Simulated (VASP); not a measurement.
```
CELL_PARAMETERS angstrom
      4.69251     0.00000     0.00000
      0.00000     4.69251     0.00000
      0.00000     0.00000     4.69251
ATOMIC_POSITIONS crystal
  V  0.25000 0.00000 0.50000
  V  0.50000 0.25000 0.00000
  V  0.50000 0.75000 0.00000
  V  0.75000 0.00000 0.50000
  V  0.00000 0.50000 0.75000
  V  0.00000 0.50000 0.25000
  Si 0.50000 0.50000 0.50000
  Si 0.00000 0.00000 0.00000
```

Calculation: PBE GGA, VASP's PBE PAW potentials (set 64) (plane waves; VASP). Numerical set-up: 400 eV cut-off, 7×7×7 Γ-centred mesh, tetrahedra with Blöchl corrections, potentials V_sv Si.

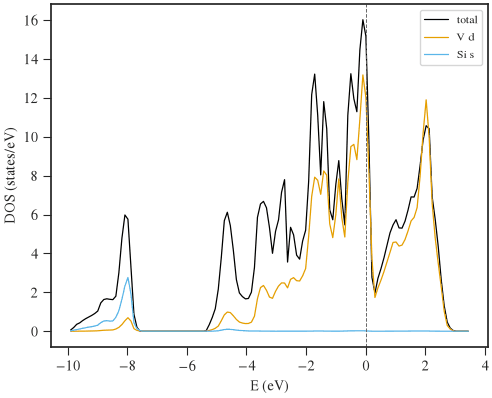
Figure: Total and projected density of states, zero at the Fermi level

Within 2 eV below the Fermi level the largest weight inside VASP's projection spheres is V d.

It has no gap at this level: it comes out as a metal or semimetal.

The compound is V3Si in the A15 structure. It was relaxed first. The run is not spin-polarised, so no magnetic state was tried.
